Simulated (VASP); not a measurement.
Band structure of BaTe (relaxed from the rock salt structure, space group Fm-3m). Calculation: PBE GGA, VASP's PBE PAW potentials (set 64) (plane waves; VASP).

Unless said otherwise, spin-orbit coupling is left out, though it shifts the bands of the heavy elements here.

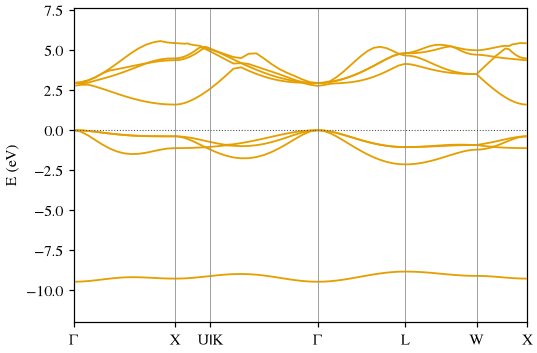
Figure: Bands along high-symmetry lines, zero at the valence-band maximum or, without a gap, the Fermi level

Read the plot: is there a gap, and where are the band edges?

The gap is indirect, 1.60 eV, from the valence maximum at Γ to the conduction minimum at X. (Edges off the drawn lines would not show.)

The structure was generated: BaTe was put into the rock salt type (Fm-3m), which need not be its known phase. It was relaxed first, which changed the volume by -20 %.
